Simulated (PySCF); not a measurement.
System: C₅H₁₂GeO₂, SMILES C=C(C)C[O][GeH2][O]C, singlet.

Simulated rotational absorption lines between 26 and 40 GHz at 1.5 K: rigid rotor with the equilibrium constants and dipole of one optimised conformer (PBE0-D3(BJ)/def2-SVP, PySCF), commonest isotopes; no centrifugal distortion, hyperfine structure, internal rotation or nuclear-spin weights; lines within 1 MHz of each other are summed.

**What are the rotational constants, and what kind of rotor is it?**

Rotational constants A, B, C = 2.231, 0.8744, 0.7159 GHz; Ray's κ = −0.79, an asymmetric top on the prolate side.

**Which dipole components drive the lines?**

|μa|, |μb|, |μc| = 0.64, 0.05, 2.15 D; c-type lines carry 100 % of the intensity in this range.

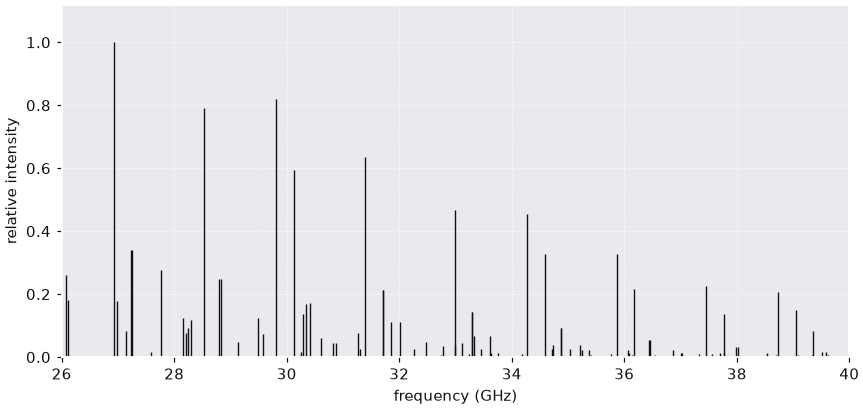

Known limits of this run: coarse grid, loose stop and no frequency check, small forces are noise and the end may be a saddle.
